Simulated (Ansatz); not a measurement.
# Is VGa2 in the AlB2 type a stable metal?, part 2 of 3

Question: is the lattice of VGa2 in the AlB2 type stable, and if so, what are its coupling constant and resistivity?

Ansatz 0.2.0; DFT PBEsol, scalar-relativistic, plane waves, PAW; PAW set soft_1.

So far. Step 2 (Relaxing cell and atoms): The largest force is now zero by symmetry and the largest stress component 0.045 GPa. Step 3 (Relaxation): The largest force is now zero by symmetry and the largest stress component 0.036 GPa. The relaxed cell has a = 4.320, c = 2.617 Å (conventional setting).

The structure was built from a prototype and need not be the compound's stable phase.

## Step 4: Relaxing tightly for phonons

No force is left; the cell is relaxed once more with another smearing and tight thresholds.

Input file input.yaml:

```yaml
crystal:
  lattice:
    - [4.3201237408, 0.0, 0.0]
    - [-2.1600618704, 3.741336907, 0.0]
    - [0.0, 0.0, 2.6165230429]
  atoms:
    - { symbol: V, position: [0.0, 0.0, 0.0] }
    - { symbol: Ga, position: [0.3333333333, 0.6666666667, 0.5] }
    - { symbol: Ga, position: [0.6666666667, 0.3333333333, 0.5] }
kpoints:
  mp_grid: { grid: [9, 9, 12] }
hamiltonian:
  xc: pbesol
  pseudopotentials: { kind: paw, azcp: { folder: soft_1 }, xc_functional: pbe }
scf:
  occupations: { method: methfessel_paxton, width: 0.2 }
output:
  forces: true
  stress: true
  eigenvalues: true
relax:
  adjacent_minimum: "off"
  f_tol: 0.001
  max_steps: 60
  cell: { stress_tol: 0.01 }
```

Launch:

```
ansatz run input.yaml --threads 4 --pin off --max-ram 12288MiB --backend cpu --events-out ev --progress --plain --runs-dir out
```

Numbers of over 12 decimals in the logs are rounded to 6 here.

Log:

```text
[the first part of the log is left out]
  E_paw        = -5003.173479  (= ΣΔE_a)
  E_vpaw       = -1026.292121  (= ΣTr[D̂ρ^β])
  E_aug_tail   = 0.000628  (compensation charges beyond the density's cutoff)
  E_ewald      = -4357.760977
  E_core_change = 1.875638  (= ΣΔE_core)
  E_smearing   = 0.002700  (= −TS)
  E_closure    = -0.000000  (closes the sum)
  Σ components = -10371.891431   (vs F -10371.891431, Δ=0.00e0)
[...]
--- Stress (GPa, compression-positive) ---
       -0.000458       0.000000       0.000000
       -0.000000      -0.000458       0.000000
        0.000000       0.000000      -0.002148
  P = ⅓ Tr σ = -0.0010 GPa (-0.010 kbar)
--- Band table (eV; the first three rows and the last of 84) ---
[...]
--- Relaxed structure (3 steps of the walk, 3 accepted, 1 SCFs on fresh bases) ---
[...]
cell:  # Å, volume = 42.2825 Å³
    - [4.319445, 0.0, 0.0]
    - [-2.159723, 3.740749, 0.0]
    - [0.0, 0.0, 2.616822]
  atoms:
    - { symbol: V, position: [0, 0, 0.0] }
    - { symbol: Ga, position: [0.333333, 0.666667, 0.5] }
    - { symbol: Ga, position: [0.666667, 0.333333, 0.5] }
```

It took 4.6 s on 4 threads of AMD EPYC 7R43, shared host; peak memory 0.48 GiB.

Little changed from the start: no atom moved by 0.005 Å and no cell edge by 0.1 %.

Numbers from this step:

* pressure: -0.001021 GPa
* volume per atom: 14.09 Å³/atom

The largest force is now zero by symmetry and the largest stress component 0.0021 GPa, small enough for phonons.

## Step 5: Lattice stability: q 2×2×2, k 4×4×6

Before any scattering is computed, the phonons show whether the structure is a minimum.

Input file input.yaml:

```yaml
crystal:
  lattice:
    - [4.319445387, 0.0, 0.0]
    - [-2.1597226935, 3.7407494354, 0.0]
    - [0.0, 0.0, 2.6168216347]
  atoms:
    - { symbol: V, position: [0.0, 0.0, 0.0] }
    - { symbol: Ga, position: [0.3333333333, 0.6666666667, 0.5] }
    - { symbol: Ga, position: [0.6666666667, 0.3333333333, 0.5] }
kpoints:
  mp_grid: { grid: [4, 4, 6] }
hamiltonian:
  xc: pbesol
  pseudopotentials: { kind: paw, azcp: { folder: soft_1 }, xc_functional: pbe }
scf:
  occupations: { method: methfessel_paxton, width: 0.2 }
output:
  eigenvalues: true
phonons:
  method: dfpt
  qmesh: [2, 2, 2]
  temperatures: { t_max: 1000, t_step: 50 }
  qpath:
    path:
      - [[0.0, 0.0, 0.0], [0.5, 0.0, 0.0], [0.33333333, 0.33333333, 0.0], [0.0, 0.0, 0.0], [0.0, 0.0, 0.5], [0.5, 0.0, 0.5], [0.33333333, 0.33333333, 0.5], [0.0, 0.0, 0.5]]
      - [[0.5, 0.0, 0.5], [0.5, 0.0, 0.0]]
      - [[0.33333333, 0.33333333, 0.5], [0.33333333, 0.33333333, 0.0]]
    npoints: 10
```

Log:

```text
[...]
Crystal: 3 atoms, lattice volume = 42.283 Å³
Basis set: ecut = 420 eV, 831 PW (Γ), exchange–correlation on 60×60×36 points (8 copies of the dense FFT grid, shifted against one another)
Bands: 24, of which v1, the nominal top of the filled ones, is band 20 counted from 1 (19 counted from 0)
Symmetry: 24 space group operations
k-points: 16 of 96
[...]
SCF iter   1: F=—  HF=-10372.706065 eV  |F-HF|=—  |Δ(HF+E_count)|=         —  Δρ=6.52e-2  dr2=3.76e0  ethr=3.10e-3  ⟨swp⟩=4.1  Hψ=1378  notcnv=0
[...]
SCF iter  10: F=-10371.930660 eV  HF=-10371.930660 eV  |F-HF|=0.00e0  |Δ(HF+E_count)|=    0.00e0  S|Δr|=    0.00e0  Δρ=5.29e-8  dr2=7.98e-13  ethr=1.00e-12  ⟨swp⟩=5.3  Hψ=1574  notcnv=0
SCF 1 converged in 10 iterations: F = -10371.930660 eV  dr2 = 7.98e-13
[...]
phonons: the bands overlap, so this run is a metal and interpolates without the dipole-dipole term. If the crystal is really an insulator or semiconductor, its LO-TO splitting is missing
NSCF: frozen V_eff on 16 k-points
[...]
DFPT response loops at q = (0, 0, 0) (fractional): preconditioner auto → Kerker (q_TF=auto, 2.692 Å⁻¹) (partly filled bands, converged f_vac=0.000); β = 1.00, the filter's whole step (`scf.mixing.beta` (0.50) is not read by the response loops under this deck's `scf.mixing.preconditioner`; to damp them name `kerker` or `kerker_dos`, under which they read `scf.mixing.beta`, and type it under 1.00, their step now; both keys bind the ground state too); Broyden in place of MSR1
[...]
SCF converged after 10 iterations
Stability not checked: this state was not tested for a lower state beside it, because cold or Methfessel-Paxton smearing, or corrected tetrahedra, fill the levels in a way that the test cannot read (fill_not_monotonic; see scf.lower_state_search)
Free energy (F): -10371.930660 eV
[...]
Internal energy: -10371.927271 eV  (E = F + TS)
E sigma→0 (E₀):  -10371.929813 eV
Entropy (-TS):   -0.003389 eV (-1.130 meV/atom)
Fermi energy:    14.497454 eV
Step filling:    the computed levels leave a gap of 0.0000 eV = 0.0 smearing widths at the electron count; against every level under it full and every level over it empty, smearing changes F+E_penalty+E_count by -5.260 meV and its σ→0 estimate by -4.413 meV
[...]
--- Band table (eV; the first three rows and the last of 16) ---
  k-point 0: bands = [... 16 lower, 11.0332, 12.5747, 12.9228, 15.6336, 15.6336, 16.3344, 16.3344, 18.0444]
  k-point 1: bands = [... 16 lower, 11.6209, 13.0806, 13.5028, 14.4625, 14.4625, 17.8258, 17.8258, 17.9629]
  k-point 2: bands = [... 16 lower, 13.1922, 13.1922, 13.3950, 13.3950, 14.6519, 17.1749, 17.4550, 17.4550]
  k-point 15: bands = [... 16 lower, 10.7364, 12.1597, 12.6398, 15.2935, 15.6737, 15.7073, 16.5353, 16.7999]
--- Phonons (Γ-DFPT): 4 representative perturbations + reference (Σ response iterations 12) ---
  ASR residual: 4.821e-5 → 0.000e0 eV/Å²; symmetrization residual: 6.133e-6 eV/Å²
  ASR residual per site (eV/Å²): 4.08e-6 4.82e-5 4.82e-5
  Γ frequencies (cm⁻¹): 0.00 0.00 0.00 75.48 166.81 173.57 173.57 224.61 224.61
--- Phonons (arbitrary-q DFPT): 4 irreducible q on the 2×2×2 mesh ---
  q = [0.0000, 0.0000, 0.0000] (star 1, of the zone-centre solve; hermiticity 1.64e-6, symmetrization 5.73e-12): -0.00 -0.00 0.00 75.48 166.81 173.57 173.57 224.61 224.61
  q = [0.0000, 0.0000, -0.5000] (star 1, 4 solved perturbations in 88 linear systems a pass and spin channel, the states on 28 of 96 k-point pairs; hermiticity 1.21e-9, symmetrization 6.04e-10): 83.81 107.13 107.13 186.21 225.11 227.92 227.92 260.87 260.87
  q = [0.0000, -0.5000, 0.0000] (star 3, 6 solved perturbations on 28 of 96 k-point pairs; hermiticity 1.47e-6, symmetrization 7.75e-14): 69.14 73.97 78.60 84.12 137.80 176.54 200.78 219.72 260.75
[...]
sum rule: each row above includes the acoustic sum rule's correction from the zone centre's row sums; it moved no ω² by more than (0.43 cm⁻¹)²
  mesh force constants: q→R imaginary residual 2.23e-17; ASR residual 4.821e-5 → 0.000e0 eV/Å²; symmetrization residual 7.105e-15 eV/Å²
  interpolated dispersion: 93 rows × 9 modes
  density of states and harmonic sums: on the 18×18×24 q-mesh, interpolated from the force constants of a 2×2×2 supercell (no non-analytic term)
  largest difference from the sums on the solved wave vectors: F 5.18e-2 eV, S 8.07e-5 and C_V 2.90e-5 eV/K
  zero-point energy: 0.093514 eV/cell   skipped modes (ω ≤ 0): 27, of them read as no rigid motion or as one in doubt: 24 (3.858e-2 modes/cell left out, lowest -26.44 cm⁻¹)   left out of the sums: 4.33e-3 of the cell's modes: C_V's classical limit lies that fraction below 3 k_B per atom; for a crystal, a wire or a layer, F and S can be off by more, and a phonons.interpolated_qmesh denser along its periods is the remedy for the sampling
```

Wall time 18 s (4 threads); peak memory 0.58 GiB.

In the SCF lines HF is the Harris–Foulkes energy and dr2 the Hartree energy of the density residual, in eV; the loop may stop once dr2 is under the threshold and the program's other checks hold. Hψ counts applications of the Hamiltonian.

Numbers from this step:

```yaml
zero_point_energy: 0.09351 eV/cell
share_of_imaginary_modes_in_the_plain_interpolation_between_solved_wavevectors: 0.0045
highest_frequency_solved_or_plainly_interpolated: 274.1 cm⁻¹
```

Solved on the 2×2×2 mesh alone; all other wavevectors are interpolated. Phonon branches along the path, in cm⁻¹:

| point | branch 1 | branch 2 | branch 3 | branch 4 | branch 5 | branch 6 | branch 7 | branch 8 | branch 9 |
| --- | --- | --- | --- | --- | --- | --- | --- | --- | --- |
| Γ | 0 | 0 | 0 | 76 | 167 | 174 | 174 | 225 | 225 |
| M | 69 | 74 | 79 | 84 | 138 | 176 | 201 | 220 | 261 |
| K | 60 | 83 | 83 | 120 | 120 | 179 | 218 | 218 | 248 |
| Γ | 0 | 0 | 0 | 76 | 167 | 174 | 174 | 225 | 225 |
| A | 84 | 107 | 107 | 186 | 225 | 228 | 228 | 261 | 261 |
| L | 80 | 153 | 167 | 168 | 194 | 204 | 234 | 240 | 274 |
| H | 77 | 166 | 166 | 184 | 184 | 185 | 248 | 248 | 260 |
| A | 84 | 107 | 107 | 186 | 225 | 228 | 228 | 261 | 261 |
| jump to L | 80 | 153 | 167 | 168 | 194 | 204 | 234 | 240 | 274 |
| M | 69 | 74 | 79 | 84 | 138 | 176 | 201 | 220 | 261 |
| jump to H | 77 | 166 | 166 | 184 | 184 | 185 | 248 | 248 | 260 |
| K | 60 | 83 | 83 | 120 | 120 | 179 | 218 | 218 | 248 |

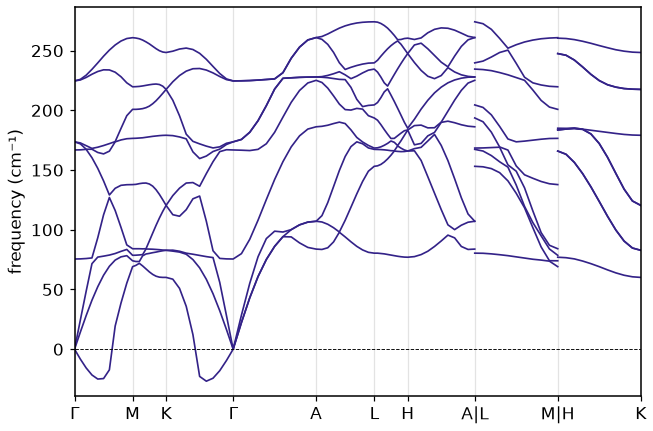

Phonon branches along the path.

Lowest modes at the softest wavevector of the mesh. The modes at q = (0.500, 0.500, 0.000) (shares of kinetic energy by element, %):

| mode | frequency (cm⁻¹) | V % | Ga % |
| --- | --- | --- | --- |
| 1 | 69.1 | 79 | 21 |
| 2 | 74.0 | 0 | 100 |
| 3 | 78.6 | 2 | 98 |
| 4 | 84.1 | 0 | 100 |
| 5 | 137.8 | 6 | 94 |
| 6 | 176.5 | 98 | 2 |

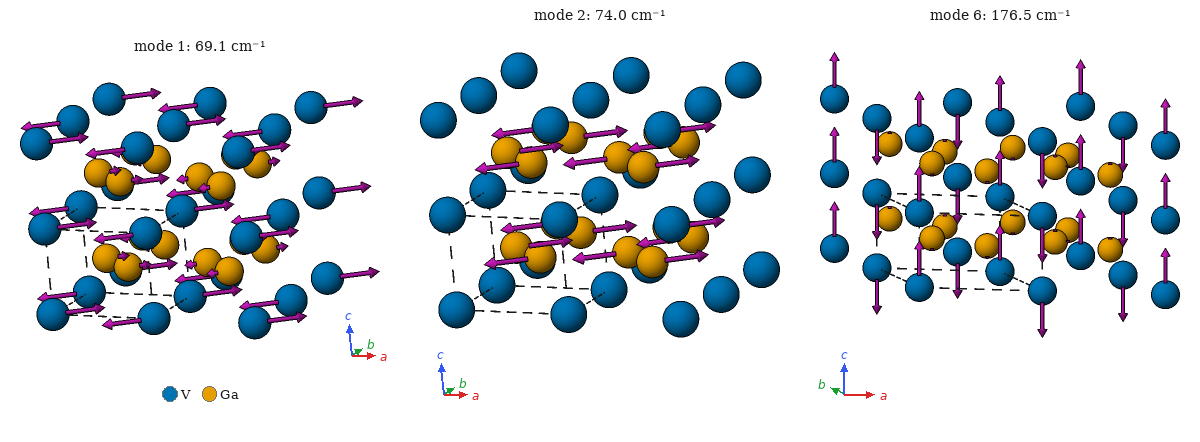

Displacement patterns of modes 1, 2 and 6 at q = (0.500, 0.500, 0.000); arrows are exaggerated. 2×2×2 cells are drawn. Some periodic images of atoms are drawn too.

The modes has structure finer than the step of the table below, so its rows give means over 20 cm⁻¹, whole bins alone (the curve runs from -36.8 to 292 cm⁻¹). Peaks (cm⁻¹: height): Ga 81.1: 0.0549, 139.0: 0.0425, 167.9: 0.0321, 225.8: 0.0576, 254.7: 0.0521; V 176.2: 0.0651, 227.8: 0.0218.

Phonopy on the run's constants, 15x15x21 mesh, Gaussian sigma 2.3 cm⁻¹. Table of modes by wavenumber; means over each step; values in 1/cm⁻¹/cell:

| wavenumber (cm⁻¹) | Ga | V |
| --- | --- | --- |
| -20 | 0.00135 | 5.4e-4 |
| 0 | 3.9e-4 | 1.5e-4 |
| 20 | 0.00159 | 5.8e-4 |
| 40 | 0.00443 | 0.00131 |
| 60 | 0.0137 | 0.00192 |
| 80 | 0.0400 | 0.00312 |
| 100 | 0.0236 | 0.00566 |
| 120 | 0.0200 | 0.00771 |
| 140 | 0.0336 | 0.0106 |
| 160 | 0.0263 | 0.0192 |
| 180 | 0.0274 | 0.0401 |
| 200 | 0.0159 | 0.0116 |
| 220 | 0.0311 | 0.0140 |
| 240 | 0.0352 | 0.0164 |
| 260 | 0.0248 | 0.0153 |
| 280 | 7.7e-4 | 0.00160 |

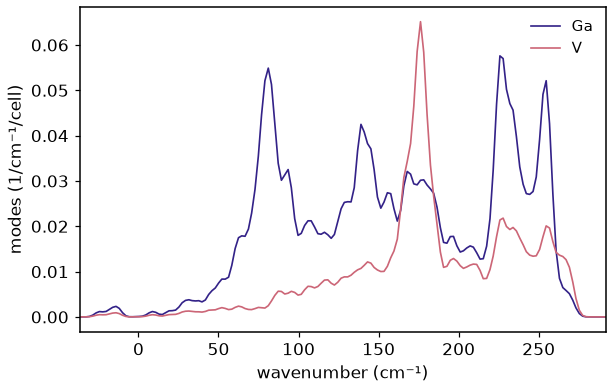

Modes against wavenumber.

No LO-TO term; unit eigenvectors of the mass-weighted matrix. The modes at Γ (shares of kinetic energy by element, %):

| mode | frequency (cm⁻¹) | symmetry | V % | Ga % |
| --- | --- | --- | --- | --- |
| 1 | 0.0 | unnamed | 27 | 73 |
| 2 | 0.0 | unnamed | 27 | 73 |
| 3 | 0.0 | unnamed | 27 | 73 |
| 4 | 75.5 | B1g | 0 | 100 |
| 5 | 166.8 | A2u | 73 | 27 |
| 6 | 173.6 | E1u | 73 | 27 |
| 7 | 173.6 | E1u | 73 | 27 |
| 8 | 224.6 | E2g | 0 | 100 |
| 9 | 224.6 | E2g | 0 | 100 |

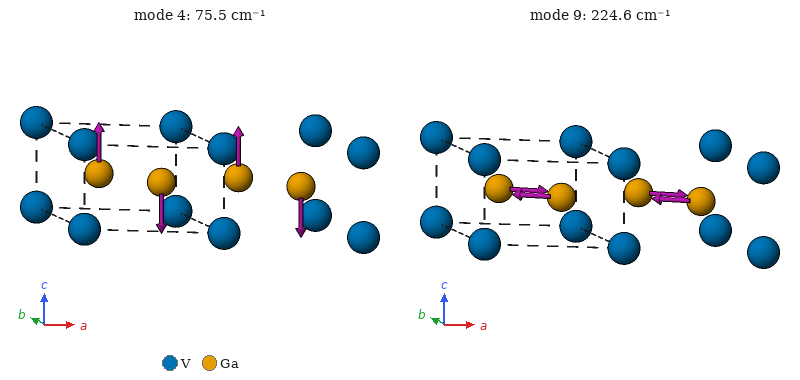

Displacement patterns of modes 4 and 9 at Γ; arrows are exaggerated. 2×1×1 cells are drawn. Some periodic images of atoms are drawn too.

Among the solved wavevectors the lowest mode, translations apart, is 69.1 cm⁻¹, so these are real on this k mesh.

## Step 6: Resistivity: q 2×2×2, k 4×4×6, scattering 8×8×12

The cheapest meshes give a first estimate and the cost of a run.

Changes to input.yaml since step 5:

```diff
@@ -28 +28,6 @@
     npoints: 10
+  electrical_resistivity:
+    mesh: [8, 8, 12]
+    temperatures: [20.0, 50.0, 77.0, 100.0, 150.0, 200.0, 300.0, 400.0, 600.0, 800.0]
+  superconductivity: { mesh: [8, 8, 12], eliashberg_equations: false }
+  electron_occupations: "off"
```

Log:

```text
[the first part of the log is left out]
  E_hartree    = 1931.333272
  E_xc         = -242.429825
  E_vxc        = -260.557524  (∫ρ·V_xc dr)
  E_paw        = -5003.440508  (= ΣΔE_a)
  E_vpaw       = -1026.773772  (= ΣTr[D̂ρ^β])
  E_aug_tail   = 0.000627  (compensation charges beyond the density's cutoff)
  E_ewald      = -4357.760977
  E_core_change = 1.875638  (= ΣΔE_core)
  E_smearing   = -0.003389  (= −TS)
  E_closure    = -0.000000  (closes the sum)
  Σ components = -10371.930660   (vs F -10371.930660, Δ=0.00e0)
--- Band table (eV; the first three rows and the last of 16) ---
  k-point 0: bands = ["-49.2444", "-23.2588", "-23.2588", "-22.8263", "-0.8058", "-0.5409", "-0.4618", "-0.4618", "-0.3117", "-0.3117", "-0.2933", "-0.2933", "-0.1151", "-0.1151", "2.5769", "11.0332", "11.0332", "12.5747", "12.9228", "15.6336", "15.6336", "16.3344", "16.3344", "18.0444"]
  k-point 1: bands = ["-49.2250", "-23.2416", "-23.2416", "-22.9734", "-0.6934", "-0.4612", "-0.4612", "-0.3853", "-0.3706", "-0.3706", "-0.3068", "-0.3068", "-0.1646", "-0.1646", "3.2125", "11.6209", "11.6209", "13.0806", "13.5028", "14.4625", "14.4625", "17.8258", "17.8258", "17.9629"]
  k-point 2: bands = ["-49.1861", "-23.2610", "-23.2069", "-23.2069", "-0.5563", "-0.5563", "-0.4892", "-0.4206", "-0.4206", "-0.3017", "-0.3017", "-0.2574", "-0.2574", "-0.0700", "5.1329", "12.2860", "13.1922", "13.1922", "13.3950", "13.3950", "14.6519", "17.1749", "17.4550", "17.4550"]
  k-point 15: bands = ["-49.1664", "-23.4006", "-23.1926", "-23.1913", "-0.6800", "-0.6385", "-0.5400", "-0.4918", "-0.4305", "-0.4203", "-0.2798", "-0.0408", "-0.0333", "0.0456", "8.8105", "10.3636", "10.7364", "12.1597", "12.6398", "15.2935", "15.6737", "15.7073", "16.5353", "16.7999"]
--- Phonons (Γ-DFPT): 4 representative perturbations + reference (Σ response iterations 17) ---
  ASR residual: 3.830e-5 → 0.000e0 eV/Å²; symmetrization residual: 1.528e-7 eV/Å²
  ASR residual per site (eV/Å²): 8.52e-6 3.83e-5 3.83e-5
  Γ frequencies (cm⁻¹): 0.00 0.00 0.00 75.48 166.81 173.57 173.57 224.61 224.61
--- Phonons (arbitrary-q DFPT): 4 irreducible q on the 2×2×2 mesh ---
  q = [0.0000, 0.0000, 0.0000] (star 1, of the zone-centre solve; hermiticity 4.07e-8, symmetrization 5.69e-12): -0.00 0.00 0.00 75.48 166.81 173.57 173.57 224.61 224.61
  q = [0.0000, 0.0000, -0.5000] (star 1, 4 solved perturbations in 88 linear systems a pass and spin channel, the states on 28 of 96 k-point pairs; hermiticity 4.24e-12, symmetrization 2.14e-12): 83.81 107.13 107.13 186.21 225.11 227.92 227.92 260.87 260.87
  q = [0.0000, -0.5000, 0.0000] (star 3, 6 solved perturbations on 28 of 96 k-point pairs; hermiticity 7.24e-8, symmetrization 7.75e-14): 69.14 73.97 78.60 84.12 137.80 176.54 200.78 219.72 260.75
  q = [0.0000, -0.5000, -0.5000] (star 3, 6 solved perturbations on 28 of 96 k-point pairs; hermiticity 3.11e-8, symmetrization 1.36e-13): 80.43 153.14 167.28 168.37 193.57 204.51 234.45 239.74 274.13
  sum rule: each row above includes the acoustic sum rule's correction from the zone centre's row sums; it moved no ω² by more than (0.39 cm⁻¹)²
  mesh force constants: q→R imaginary residual 2.23e-17; ASR residual 3.830e-5 → 0.000e0 eV/Å²; symmetrization residual 5.329e-15 eV/Å²
  interpolated dispersion: 93 rows × 9 modes
  density of states and harmonic sums: on the 18×18×24 q-mesh, interpolated from the force constants of a 2×2×2 supercell (no non-analytic term)
  largest difference from the sums on the solved wave vectors: F 5.18e-2 eV, S 8.07e-5 and C_V 2.90e-5 eV/K
  zero-point energy: 0.093514 eV/cell   skipped modes (ω ≤ 0): 27, of them read as no rigid motion or as one in doubt: 24 (3.858e-2 modes/cell left out, lowest -26.44 cm⁻¹)   left out of the sums: 4.33e-3 of the cell's modes: C_V's classical limit lies that fraction below 3 k_B per atom; for a crystal, a wire or a layer, F and S can be off by more, and a phonons.interpolated_qmesh denser along its periods is the remedy for the sampling
Error: electrical resistivity: the mode of lowest frequency at the wavevector [0.1250, 0.1250, 0.0000] is imaginary, -26.60 cm⁻¹ (written negative): every mode at the wavevectors of the force constants' own supercell is real, and this one is interpolated between them; take force constants of more repeats (phonons.supercell, under dfpt phonons.qmesh), or, with a block electrical_resistivity or superconductivity, name a file of force constants under which the crystal is stable (phonons.electron_phonon_force_constants)
The harmonic force constants that this run solved are whole in <dir>
```

It took 20 s on 4 threads; peak memory 0.55 GiB.

The run ended with an error.

The program's message: “electrical resistivity: the mode of lowest frequency at the wavevector [0.1250, 0.1250, 0.0000] is imaginary, -26.60 cm⁻¹ (written negative): every mode at the wavevectors of the force constants' own …”

The run stops because a mode is imaginary on the scattering mesh, where no scattering rate is defined; denser k meshes, other smearings and, between solved wavevectors, finer q meshes show whether the instability is real.

(Continued in part 3 of 3.)

[Logs are printed without paths, hosts, clocks, repeated set-up lines and the standing remarks that a program may print on its own settings, such as how far it seeks lower states.]

[Hosts, paths, dates, database ids (printed as entryN), source tags and the programs' standing remarks are cut or masked in the printed files.]
